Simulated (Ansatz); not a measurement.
**BFH4Si···NH3: density, localisation and related maps**

The calculation's input:

```
crystal:
  periodic: [false, false, false]
  atoms:
    - { symbol: B, position_ang: [0.0, 0.0, 0.0] }
    - { symbol: "N", position_ang: [0.0, 0.0, 1.9] }
    - { symbol: H, position_ang: [-0.877, -0.2713, 2.43] }
    - { symbol: H, position_ang: [0.877, 0.2713, 2.43] }
    - { symbol: F, position_ang: [1.1431, 0.0, -0.66] }
    - { symbol: H, position_ang: [-1.0305, 0.0, -0.595] }
    - { symbol: Si, position_ang: [-0.2814, 2.1166, 0.7095] }
    - { symbol: H, position_ang: [-1.6383, 2.5579, 0.4002] }
    - { symbol: H, position_ang: [-0.0669, 2.1796, 2.1523] }
    - { symbol: H, position_ang: [0.6781, 2.9876, 0.037] }
    - { symbol: H, position_ang: [-0.1504, 1.1313, 1.7779] }
basis:
  gaussian: { orbitals: "6-31G*" }
hamiltonian:
  xc: b3lyp
relax:
  f_tol: 0.15
  max_steps: 25
  restrain:
    - { distance: [0, 6], at: 1.95, k: 30.0 }
    - { distance: [10, 1], at: 1.06, k: 30.0 }
    - { distance: [0, 1], at: 2.75, k: 30.0 }
    - { distance: [10, 6], at: 2.66, k: 30.0 }
output:
  orbitals: {}
```

Command:

```sh
ansatz run input.yaml --threads 1 --pin off --max-ram 2048MiB --backend cpu --events-out ev --progress --plain --runs-dir out
```

The fields are those of the run's last geometry, not of the input's.

Not at a stationary point (largest force 0.9 eV/Å).

All numbers below come from RKS B3LYP/6-31G* (Ansatz).

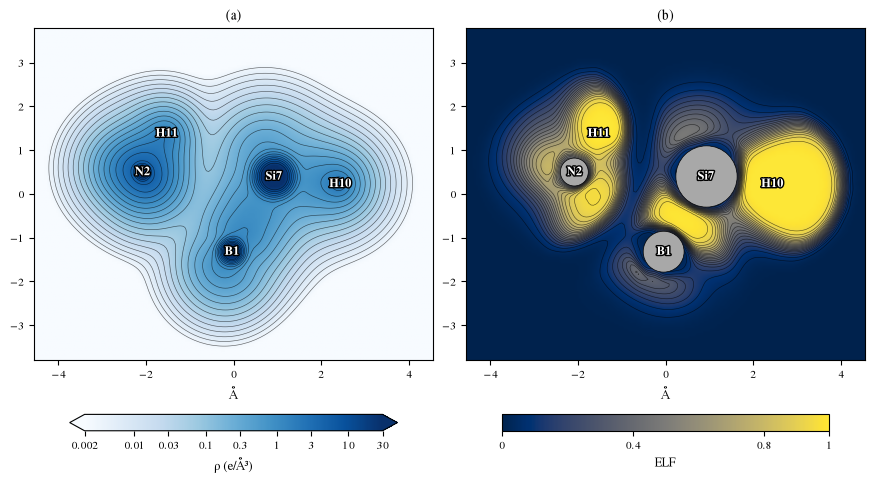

Figure 1. (a) electron density; (b) electron localisation function on the plane of atoms B1, Si7 and H10. Grey discs cover the atomic cores in the ELF map.

**Describe what can be read from this map.**

Atoms in the plane: B, N, Si and H. B1···N2 (2.74 Å): the density falls to about 0.11 e/Å³ on the way; the ELF is about 0.20 at the midpoint. Si–B (1.98 Å): ρ is about 0.88 e/Å³ halfway; the ELF peaks at about 1 between the atoms (a covalent bond). N–H (1.04 Å): the density is about 2.7 e/Å³ at the midpoint; the ELF climbs to about 1 towards the hydrogen, as it does in any bond to H (a covalent bond by its length). Si–H (1.50 Å): ρ is about 0.76 e/Å³ halfway; the ELF climbs to about 1 towards the hydrogen.

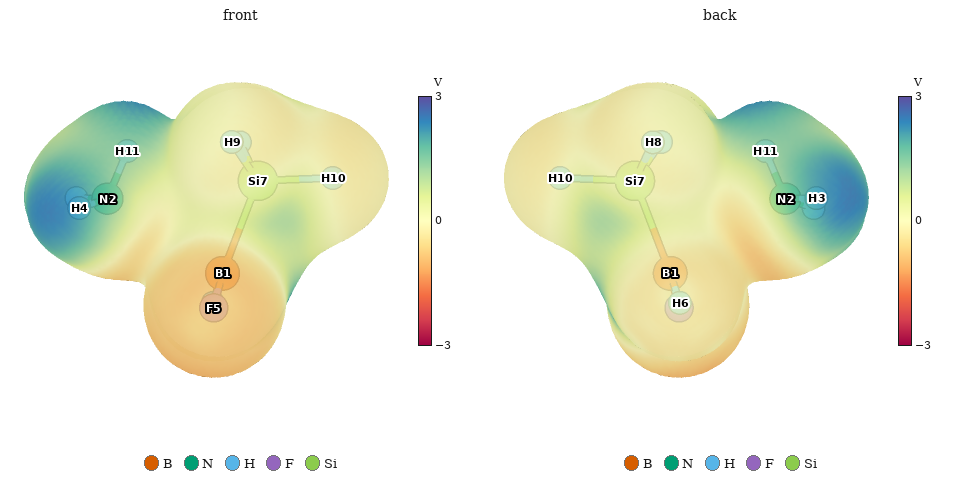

Figure 2. The electrostatic potential painted on the density surface at 0.004 e/bohr³, seen from the front and from behind; red is negative and blue positive.

**Describe the electrostatic potential map.**

The most negative region (about −1.0 V) lies over F5, the most positive (about +2.5 V) over H3 and H4.

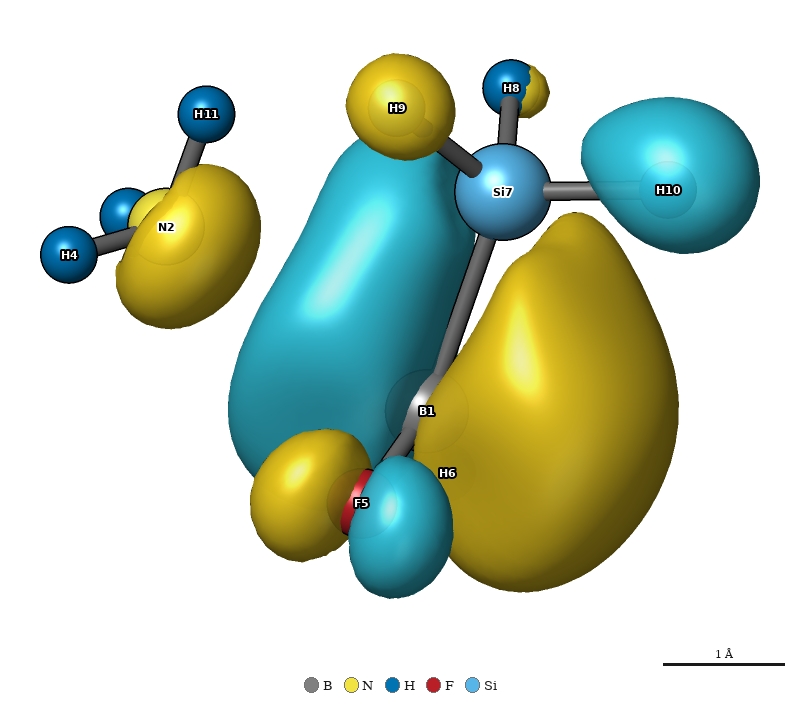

Figure 3. One frontier orbital at ±0.1 Å⁻³ᐟ² (yellow and cyan are the two phases), seen at a tilt.

**Which orbital is it: HOMO or LUMO?**

The LUMO, at −0.45 eV. Its weight (Hirshfeld) is mainly on B1 (about 50 %), Si7 (about 20 %), F5 (about 10 %) and N2 (about 5 %).
